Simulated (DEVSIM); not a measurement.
Device: illuminated InP p-on-n cell, one wavelength, at 300 K.

```
layer (left to right)  material  thickness (μm)  Nd (cm⁻³)  Na (cm⁻³)  τn (s)  τp (s)  absorption coefficient (cm⁻¹)
---------------------  --------  --------------  ---------  ---------  ------  ------  -----------------------------
1                           InP           0.400          -       7e17  3.2e-9  4.6e-8                          78000
2                           InP            1.60     5.5e15          -    6e-8    6e-8                          78000
```

Left contact: ohmic, minority electron recombination velocity 800 cm/s. Right contact: ohmic, minority hole recombination velocity 2e6 cm/s. Voltage is applied to the left contact. Recombination: SRH at mid-gap, radiative, Auger. Light enters at the left, 2e15 photons cm⁻² s⁻¹, one pass, no reflection. Mobility is μmin + (μ − μmin)/(1 + (N/Nref)^α).

This is a model device: material constants are rounded textbook-type values typed into the input, and sizes, dopings and lifetimes were drawn at random. Values at 300 K.

```
parameter          InP
-------------  -------
gap (eV)         1.344
affinity (eV)     4.38
permittivity      12.5
Nc (cm⁻³)       5.7e17
Nv (cm⁻³)       1.1e19
μn (cm²/Vs)       5200
μp (cm²/Vs)        170
μn,min             400
μp,min              10
Nref,n            3e17
Nref,p          4.9e17
αn                0.47
αp                0.62
B (cm³/s)      1.2e-10
Cn (cm⁶/s)       9e-31
Cp (cm⁶/s)       9e-31
```

Model (solved in DEVSIM): 1D drift-diffusion, Boltzmann statistics, complete ionisation; no tunnelling, impact ionisation, image-force lowering or self-heating.

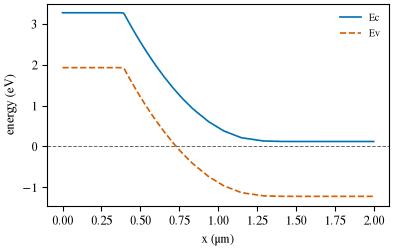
*Band edges at -2.0 V on the left contact, in the dark*

Energies count from the Fermi level of the right contact; mesh points crowd at the junctions.

```json
[
 {"x (μm)": "0.000", "Ec (eV)": "3.273", "Ev (eV)": "1.929", "n (cm⁻³)": "< 1e2", "p (cm⁻³)": "7.0e17", "field (V/cm)": "≈ 0"},
 {"x (μm)": "0.01626", "Ec (eV)": "3.273", "Ev (eV)": "1.929", "n (cm⁻³)": "< 1e2", "p (cm⁻³)": "7.0e17", "field (V/cm)": "≈ 0"},
 {"x (μm)": "0.04216", "Ec (eV)": "3.273", "Ev (eV)": "1.929", "n (cm⁻³)": "< 1e2", "p (cm⁻³)": "7.0e17", "field (V/cm)": "≈ 0"},
 {"x (μm)": "0.08342", "Ec (eV)": "3.273", "Ev (eV)": "1.929", "n (cm⁻³)": "< 1e2", "p (cm⁻³)": "7.0e17", "field (V/cm)": "≈ 0"},
 {"x (μm)": "0.1763", "Ec (eV)": "3.273", "Ev (eV)": "1.929", "n (cm⁻³)": "< 1e2", "p (cm⁻³)": "7.0e17", "field (V/cm)": "≈ 0"},
 {"x (μm)": "0.2627", "Ec (eV)": "3.273", "Ev (eV)": "1.929", "n (cm⁻³)": "< 1e2", "p (cm⁻³)": "7.0e17", "field (V/cm)": "≈ 0"},
 {"x (μm)": "0.3240", "Ec (eV)": "3.273", "Ev (eV)": "1.929", "n (cm⁻³)": "< 1e2", "p (cm⁻³)": "7.0e17", "field (V/cm)": "≈ 0"},
 {"x (μm)": "0.3711", "Ec (eV)": "3.273", "Ev (eV)": "1.929", "n (cm⁻³)": "< 1e2", "p (cm⁻³)": "6.9e17", "field (V/cm)": "-470"},
 {"x (μm)": "0.3921", "Ec (eV)": "3.260", "Ev (eV)": "1.915", "n (cm⁻³)": "< 1e2", "p (cm⁻³)": "4.2e17", "field (V/cm)": "-24000"},
 {"x (μm)": "0.4054", "Ec (eV)": "3.183", "Ev (eV)": "1.839", "n (cm⁻³)": "< 1e2", "p (cm⁻³)": "2.2e16", "field (V/cm)": "-71000"},
 {"x (μm)": "0.4257", "Ec (eV)": "3.043", "Ev (eV)": "1.699", "n (cm⁻³)": "< 1e2", "p (cm⁻³)": "9.7e13", "field (V/cm)": "-68000"},
 {"x (μm)": "0.4742", "Ec (eV)": "2.723", "Ev (eV)": "1.379", "n (cm⁻³)": "< 1e2", "p (cm⁻³)": "4.1e8", "field (V/cm)": "-64000"},
 {"x (μm)": "0.5408", "Ec (eV)": "2.314", "Ev (eV)": "0.971", "n (cm⁻³)": "< 1e2", "p (cm⁻³)": "510", "field (V/cm)": "-59000"},
 {"x (μm)": "0.6521", "Ec (eV)": "1.709", "Ev (eV)": "0.365", "n (cm⁻³)": "< 1e2", "p (cm⁻³)": "380", "field (V/cm)": "-50000"},
 {"x (μm)": "0.9397", "Ec (eV)": "0.604", "Ev (eV)": "-0.740", "n (cm⁻³)": "4.1e7", "p (cm⁻³)": "< 1e2", "field (V/cm)": "-27000"},
 {"x (μm)": "1.292", "Ec (eV)": "0.132", "Ev (eV)": "-1.212", "n (cm⁻³)": "3.4e15", "p (cm⁻³)": "< 1e2", "field (V/cm)": "-2100"},
 {"x (μm)": "1.587", "Ec (eV)": "0.120", "Ev (eV)": "-1.224", "n (cm⁻³)": "5.5e15", "p (cm⁻³)": "< 1e2", "field (V/cm)": "-14"},
 {"x (μm)": "1.763", "Ec (eV)": "0.120", "Ev (eV)": "-1.224", "n (cm⁻³)": "5.5e15", "p (cm⁻³)": "< 1e2", "field (V/cm)": "≈ 0"},
 {"x (μm)": "1.891", "Ec (eV)": "0.120", "Ev (eV)": "-1.224", "n (cm⁻³)": "5.5e15", "p (cm⁻³)": "< 1e2", "field (V/cm)": "≈ 0"},
 {"x (μm)": "1.945", "Ec (eV)": "0.120", "Ev (eV)": "-1.224", "n (cm⁻³)": "5.5e15", "p (cm⁻³)": "< 1e2", "field (V/cm)": "≈ 0"},
 {"x (μm)": "1.977", "Ec (eV)": "0.120", "Ev (eV)": "-1.224", "n (cm⁻³)": "5.5e15", "p (cm⁻³)": "< 1e2", "field (V/cm)": "≈ 0"},
 {"x (μm)": "2.000", "Ec (eV)": "0.120", "Ev (eV)": "-1.224", "n (cm⁻³)": "5.5e15", "p (cm⁻³)": "< 1e2", "field (V/cm)": "≈ 0"}
]
```
